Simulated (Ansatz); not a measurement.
Reaction (SMILES): [BH] (BH) (closed-shell singlet) → B atom + H atom
B3LYP-D3(BJ)/def2-TZVP geometries, fixed; electronic energies without zero-point terms.
Largest species:
```xyz
2

B      0.0000     0.0000    -0.2055
H      0.0000     0.0000     1.0276
```
Charge 0, spin multiplicity 1.

Basis-set convergence of the atomisation energy at PBE with Ansatz (a quantum-chemistry and plane-wave program). Cartesian d functions, on some or all atoms, in 6-31G**; all else is spherical. The program fits the integrals of some runs and decomposes those of others, by size. Open shells are unrestricted. No added dispersion term, no relativity. Functions are those of the species that has most. Reference: the value in aug-cc-pV5Z, 81.16 kcal/mol, itself unsure by roughly 0.04 kcal/mol (its mean distance from pcseg-4, aug-pcseg-3, aug-cc-pVQZ). Deviations are taken from unrounded values.

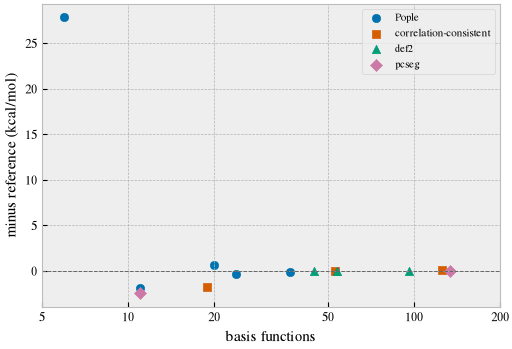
Fig. 1. Deviation from the reference against the number of basis functions, by family of sets.

```csv
basis,functions,atomisation energy (kcal/mol),minus reference (kcal/mol)
STO-3G,6,109.00,27.84
3-21G,11,79.31,-1.85
pcseg-0,11,78.72,-2.44
cc-pVDZ,19,79.38,-1.78
6-31G**,20,81.78,0.62
6-311G**,24,80.81,-0.35
"6-311++G(2d,2p)",37,81.05,-0.11
def2-TZVPP,45,81.12,-0.04
jun-cc-pV(T+d)Z,53,81.15,-0.01
def2-TZVPPD,54,81.17,0.01
def2-QZVPPD,96,81.13,-0.03
aug-cc-pVQZ,126,81.22,0.06
aug-pcseg-3,134,81.14,-0.02
```
